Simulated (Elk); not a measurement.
Band structure of Mo (Im-3m, 1 atom in the cell).

```yaml
crystal:
  lattice:
    - [-1.57500, 1.57500, 1.57500]
    - [1.57500, -1.57500, 1.57500]
    - [1.57500, 1.57500, -1.57500]
  atoms:
    - { symbol: Mo, position: [0.00000, 0.00000, 0.00000] }
```

Computed with Elk with PBE, all-electron FP-LAPW, Elk's shipped species files, APW+lo basis with extra local orbitals.

Settings: xctype = 20; rgkmax = 7.5; stype = 0; swidth = 0.00183747 Ha; ngridk = 10 10 10; gmaxvr = 14 1/bohr; nxlo = 2; lorbcnd = true; rmtscf = 0.93; lmaxi = 3.

The starting cell has typed, rounded lattice constants, without a prior relaxation at this level. Spin polarisation is off. Values depend on the basis (sphere radii, cutoffs, local orbitals), which need not be converged.

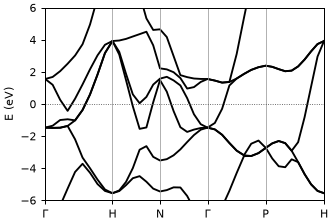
Fig. 1. Bands along the path, energies from the Fermi level.

Levels in eV from the Fermi level, bands 4 to 10:
| point | 4 | 5 | 6 | 7 | 8 | 9 | 10 |
|---|---|---|---|---|---|---|---|
| Γ | -34.63 | -7.37 | -1.48 | -1.48 | -1.48 | 1.55 | 1.55 |
| H | -35.60 | -5.56 | -5.56 | 3.92 | 3.92 | 3.92 | 8.92 |
| N | -34.65 | -5.45 | -3.52 | 1.48 | 1.57 | 2.22 | 4.65 |
| P | -35.34 | -2.74 | -2.74 | -2.74 | 2.38 | 2.38 | 9.45 |

Bands cross the Fermi level along this path, so the cell is metallic at this level.
